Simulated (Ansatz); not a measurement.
# F2GeH4Si: up Jacob's ladder to CCSD(T)

Aim: compute F2GeH4Si with functionals from several rungs and with coupled cluster. The yardstick is the atomisation energy at the CCSD(T) limit.

The runs use Ansatz 0.2.0, Gaussian basis; functionals in def2-TZVPP, the program's frozen cores in correlated methods.

The runs, in order: LDA (SPW92), PBE-D4, revPBE-D4, BLYP-D4, r2SCAN-D4, B97M-V, PBE0-D4, B3LYP-D4, r2SCANh-D4, r2SCAN0-D4, HSE06-D4, BHLYP-D4, CAM-B3LYP-D4, LC-ωPBE, ωB97X-V, ωB97M-V, B2PLYP, PBE-QIDH; CCSD(T)/def2-SVP; CCSD(T)/def2-TZVPP; MP2/def2-QZVPP; extrapolation to the limit; RPA on PBE.

## 1. The geometry

An earlier PBE0-D4 in a triple-zeta def2 set relaxation fixed the geometry.

SMILES `F[SiH](F)[GeH3]`, 8 atoms, charge 0, spin multiplicity 1.

Atoms are counted from 1 here; the program's logs count them from 0.

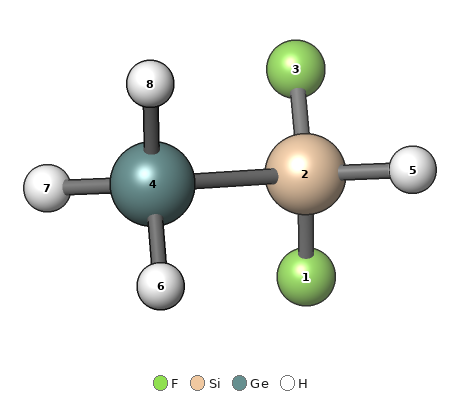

The geometry (fluorine green, silicon light orange, germanium teal, hydrogen white); atoms are numbered from 1 in the order of the file.

Geometry (Å):

```
F     1.3018   -1.4186    1.1974
Si    1.1399   -0.1266    0.2809
F     1.9831   -0.3864   -1.0447
Ge   -1.1515    0.1644   -0.2813
H     1.7765    1.0042    0.9949
H    -1.9700    0.3896    0.9988
H    -1.6823   -1.0766   -1.0112
H    -1.3055    1.3929   -1.1904
```

## 2. LDA

This LDA is Slater exchange with PW92 correlation.

The input, in.yaml:

```yaml
crystal:
  periodic: [false, false, false]
  atoms:
    - {symbol: F, position_ang: [1.301846, -1.418631, 1.197444]}
    - {symbol: Si, position_ang: [1.139944, -0.126637, 0.280852]}
    - {symbol: F, position_ang: [1.983128, -0.386419, -1.044723]}
    - {symbol: Ge, position_ang: [-1.151502, 0.164446, -0.281326]}
    - {symbol: H, position_ang: [1.776460, 1.004181, 0.994857]}
    - {symbol: H, position_ang: [-1.969955, 0.389580, 0.998809]}
    - {symbol: H, position_ang: [-1.682321, -1.076627, -1.011199]}
    - {symbol: H, position_ang: [-1.305500, 1.392907, -1.190416]}
basis:
  gaussian: {orbitals: def2-TZVPP}
hamiltonian: {xc: lda}
output: {orbitals: {seedname: orbitals}}
```

On the command line:

```
> ansatz run in.yaml --threads 4 --pin off --events-out ev --progress --plain --max-ram 10444MiB
```

The runs that follow: PBE-D4 (GGA); revPBE-D4 (GGA); BLYP-D4 (GGA); r2SCAN-D4 (meta-GGA); B97M-V (meta-GGA); B3LYP-D4 (hybrid); r2SCANh-D4 (hybrid); r2SCAN0-D4 (hybrid); HSE06-D4 (hybrid); BHLYP-D4 (hybrid); CAM-B3LYP-D4 (range-separated); LC-ωPBE (range-separated); ωB97X-V (range-separated); ωB97M-V (range-separated); B2PLYP (double hybrid); PBE-QIDH (double hybrid); CCSD(T) in def2-SVP; CCSD(T) in def2-TZVPP; MP2 in def2-QZVPP; RPA on PBE orbitals.

Before running them: what should the planned runs give, taken together? Wanted: atomisation energy, CCSD(T)/CBS; farthest beyond LDA; mean size of error, GGA; mean size of error, meta-GGA; mean size of error, hybrid; mean size of error, range-separated; mean size of error, double hybrid; gap, smallest and largest; T1 diagnostic.

The runs gave:

| quantity | value |
| --- | --- |
| atomisation energy, CCSD(T)/CBS | 2645.6 kJ/mol |
| functionals within 26.5 kJ/mol (1.0 %) | r2SCAN-D4, B97M-V, CAM-B3LYP-D4, ωB97X-V |
| farthest beyond LDA | BHLYP-D4 (-100.7 kJ/mol) |
| mean size of error, GGA | 62.7 kJ/mol |
| mean size of error, meta-GGA | 9.5 kJ/mol |
| mean size of error, hybrid | 64.9 kJ/mol |
| mean size of error, range-separated | 24.3 kJ/mol |
| mean size of error, double hybrid | 57.2 kJ/mol |
| gap, smallest and largest | 6.06 eV (LDA (SPW92)), 13.10 eV (LC-ωPBE) |
| T1 diagnostic | 0.0124 |
| triples share of the correlation energy | 2.9 % |

In words: The LDA atomisation energy is off by 316.9 kJ/mol (12 %): it overbinds. PBE-D4 is off by -34.6 kJ/mol. Double hybrids carry the basis error of their MP2 part in triple zeta, and no dispersion term here, so their miss is partly the set-up's. The rungs meta-GGA, range-separated miss on average by less than the doubt on the reference (26.5 kJ/mol), so they tie. Misses under about 26.5 kJ/mol are within the doubt on the reference itself, which lacks core-valence correlation, relativity and higher excitations, and its outer-core shells are covered unevenly. Hartree-Fock recovers 74 % of the binding; the rest is correlation. CCSD(T) in def2-SVP is off by -227.5 kJ/mol, worse than the median functional, from the basis alone. The gap grows from 6.1 to 13.1 eV across the functionals, mostly with the share of exact exchange. Correlated methods include outer-core shells of Ge, which these sets cover unevenly.
